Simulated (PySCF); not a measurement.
# NMR shielding calculation of C3H10AlClO

C3H10AlClO, SMILES CC[O+](C)[AlH2-][Cl], computed with GIAO PBE0/pcSseg-1 NMR shielding, non-relativistic, gas phase (PySCF 2.14.0).

The geometry comes from this level: GFN2-xTB. Figures and captions count atoms from 1; the log counts them from 0 in places.

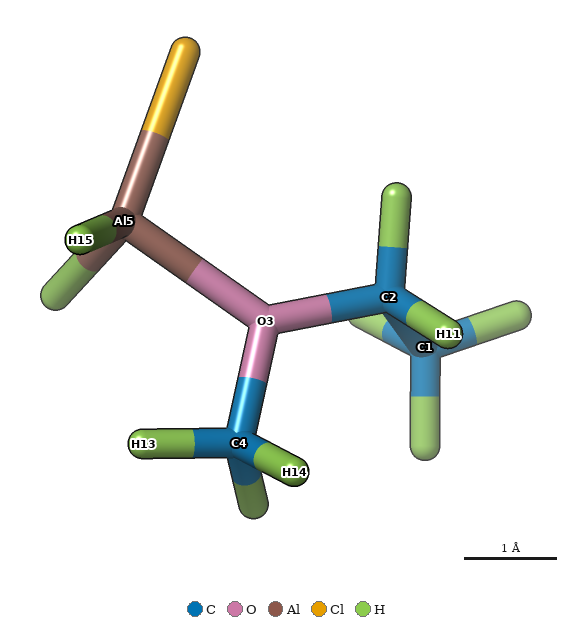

*The structure (stick view, seen at a tilt; atoms are numbered from 1 in the order of the input). Sticks mark near contacts.*

Bond lengths as drawn: Al–Cl 2.04 Å, Al–H 1.56 Å, Al–O 1.90 Å, C–C 1.52 Å, C–H 1.09 to 1.10 Å and C–O 1.41 to 1.42 Å.

**Results in brief**

- outcome: converged
- total energy: −897.704242 hartree
- HOMO: −7.27 eV
- LUMO: 0.72 eV
- dipole moment: 6.27 D
- isotropic shielding, C: 117.3 to 173.2 ppm
- isotropic shielding, O: 320.6 ppm
- isotropic shielding, Al: 421.1 ppm
- isotropic shielding, Cl: 993.5 ppm
- isotropic shielding, H: 26.7 to 30.7 ppm
- hardware: 1 CPU thread, shared host
- wall time: 40 s
- peak memory: 0.75 GiB

**Input file**
```
{"job": {"kind": "nmr", "xc": "PBE0", "basis": "pcSseg-1"}, "charge": 0, "multiplicity": 1}
C      1.815695    -0.655753    -0.428805
C      0.831306    -0.421279     0.707679
O     -0.425763     0.067559     0.255950
C     -1.246503    -0.881175    -0.394725
Al    -1.144236     1.830605     0.205547
Cl     0.215353     3.006826     1.178293
H      1.499515    -1.474014    -1.071176
H      2.790325    -0.901668    -0.016804
H      1.904096     0.250084    -1.024470
H      1.212429     0.359004     1.371414
H      0.672115    -1.340025     1.285750
H     -0.796561    -1.228907    -1.325754
H     -2.179103    -0.363190    -0.617635
H     -1.445014    -1.730576     0.263991
H     -2.481535     1.513076     0.945030
H     -1.229718     1.978376    -1.345694
```

The first line tells a small driver script what to run in PySCF; the rest is the geometry in Å.

Launched with:
```bash
OMP_NUM_THREADS=1 python <driver script> task.json out
```

**The program's output**
```
coarse grid: 13792 points
cycle   1  E = -897.6126012994  dE =  4.353e-01  |g| = 4.663e-01  |ddm| = 3.284e+00
cycle   2  E = -897.6078022241  dE =  4.799e-03  |g| = 5.323e-01  |ddm| = 7.785e-01
cycle   3  E = -897.6591925594  dE = -5.139e-02  |g| = 8.494e-02  |ddm| = 3.920e-01
cycle   4  E = -897.6603385416  dE = -1.146e-03  |g| = 3.043e-02  |ddm| = 7.588e-02
cycle   5  E = -897.6605189286  dE = -1.804e-04  |g| = 4.321e-03  |ddm| = 2.604e-02
cycle   6  E = -897.6605228647  dE = -3.936e-06  |g| = 1.322e-03  |ddm| = 4.364e-03
final grid: 122192 points
cycle   7  E = -897.7042159351  dE = -3.181e-05  |g| = 1.168e-02  |ddm| = 2.228e-02
cycle   8  E = -897.7041962639  dE =  1.967e-05  |g| = 1.578e-02  |ddm| = 1.469e-02
cycle   9  E = -897.7042413921  dE = -4.513e-05  |g| = 1.484e-03  |ddm| = 8.712e-03
cycle  10  E = -897.7042418339  dE = -4.419e-07  |g| = 2.161e-04  |ddm| = 1.261e-03
cycle  11  E = -897.7042418436  dE = -9.646e-09  |g| = 3.773e-05  |ddm| = 1.829e-04
cycle  12  E = -897.7042418438  dE = -2.688e-10  |g| = 1.109e-05  |ddm| = 4.588e-05
```

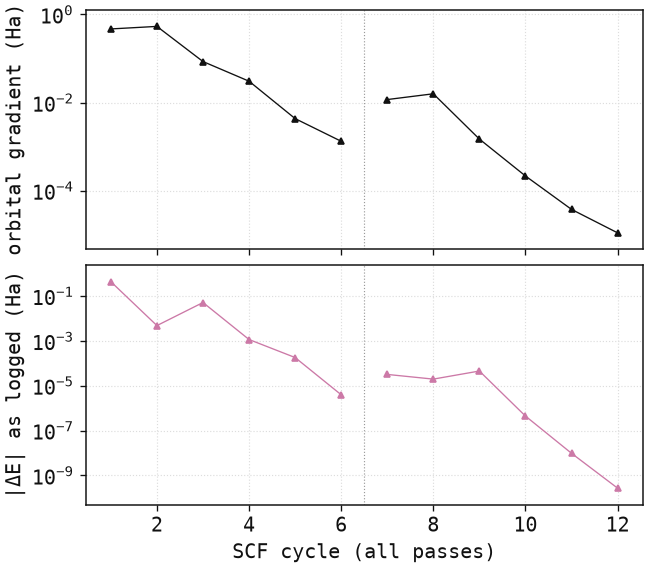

*Convergence of the self-consistent field: orbital gradient and size of the energy change against the SCF cycle. The dotted line marks the change from a coarse to the final integration grid.*

The first 6 cycles use a coarse grid, the final grid takes over at cycle 7, and the field converges after 12 cycles in all.

```
converged SCF energy = -897.7042418438

GIAO shielding tensors (ppm)
atom      isotropic    diamagn.    paramagn.     s11        s22        s33       span
  0 C      173.158     249.728     -76.570    155.422    177.439    186.614     31.192
  1 C      117.312     245.590    -128.278     79.322    102.420    170.195     90.874
  2 O      320.626     402.689     -82.063    281.553    322.334    357.991     76.438
  3 C      131.356     247.116    -115.760     96.211    115.572    182.286     86.076
  4 Al     421.149     796.093    -374.943    390.310    432.360    440.778     50.468
  5 Cl     993.502    1150.368    -156.866    894.142   1026.781   1059.582    165.440
  6 H       30.066      30.724      -0.659     25.353     29.376     35.468     10.116
  7 H       30.673      28.617       2.056     26.585     27.307     38.128     11.543
  8 H       30.245      30.736      -0.491     25.662     29.604     35.468      9.806
  9 H       26.736      30.890      -4.155     21.284     28.750     30.172      8.888
 10 H       28.141      30.946      -2.806     23.293     27.733     33.395     10.102
 11 H       28.045      31.128      -3.083     23.544     26.521     34.070     10.526
 12 H       27.374      30.081      -2.707     22.540     26.256     33.326     10.787
 13 H       28.673      30.108      -1.435     24.800     25.637     35.582     10.782
 14 H       27.679      30.150      -2.471     23.739     26.300     32.997      9.259
 15 H       27.676      30.604      -2.928     24.036     26.277     32.714      8.678
```

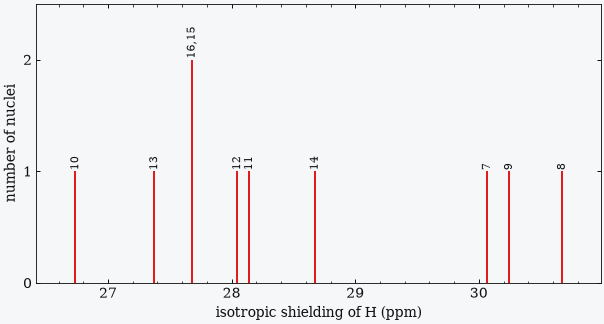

*Isotropic shieldings of the hydrogen nuclei in this fixed geometry, labelled by atom number; shielding grows to the right, so chemical shift grows to the left.*

The least shielded is H10 (26.7 ppm), the most shielded H8 (30.7 ppm).

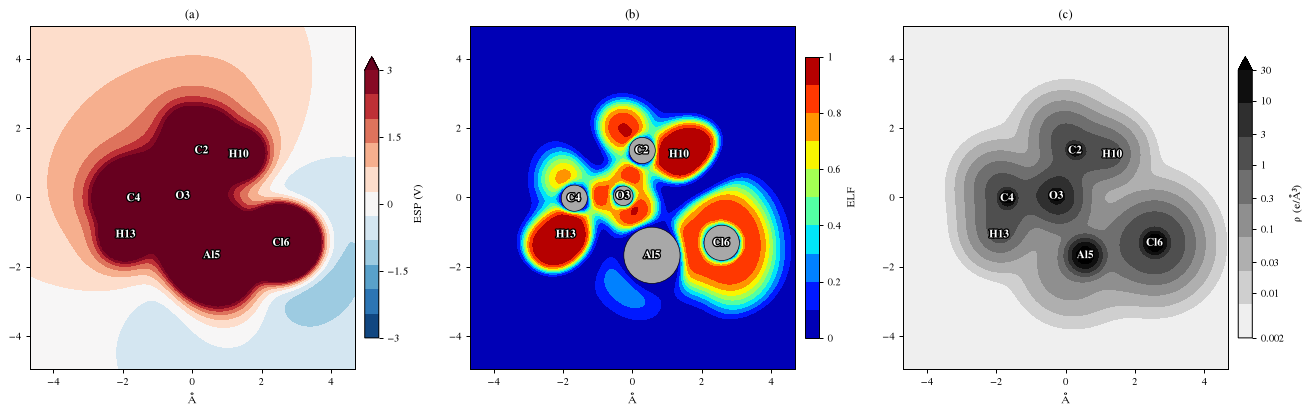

*(a) electrostatic potential; (b) electron localisation function; (c) total electron density on the plane of atoms C4, O3 and Al5. Grey discs, where drawn, cover atomic cores.*

Atoms in the plane: C, O, Al, Cl and H.

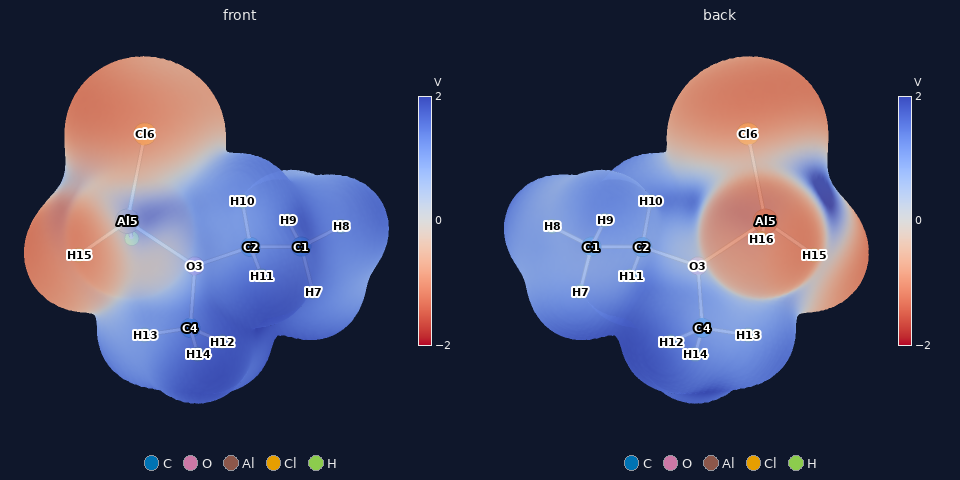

*The molecular electrostatic potential painted on the density surface at 0.004 e/bohr³, seen face on and from behind; red is negative and blue positive.*

Its dipole moment is 6.27 D.

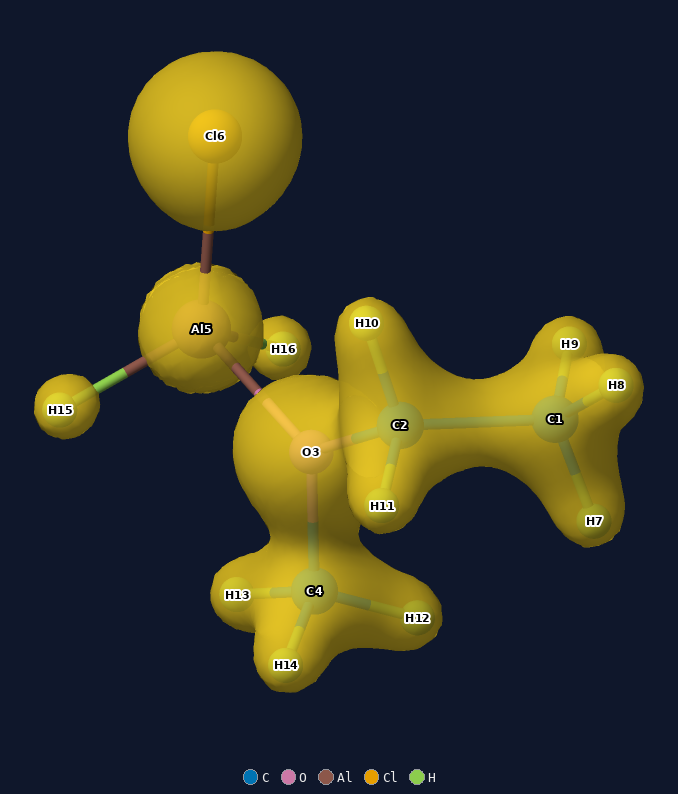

*Isosurface of the electron density at 1 e/Å³ (yellow), seen at a tilt.*

At this value the surface falls into five separate pieces. It is pinched off along the Al–O (1.90 Å) and Al–Cl (2.04 Å) contacts. On the grid the lowest density along these lines, outside the cores, is 1.7 e/Å³ (C–O, 1.41 Å), 1.7 e/Å³ (C–C, 1.52 Å), 0.4 e/Å³ (Al–O, 1.90 Å) and 0.6 e/Å³ (Al–Cl, 2.04 Å).
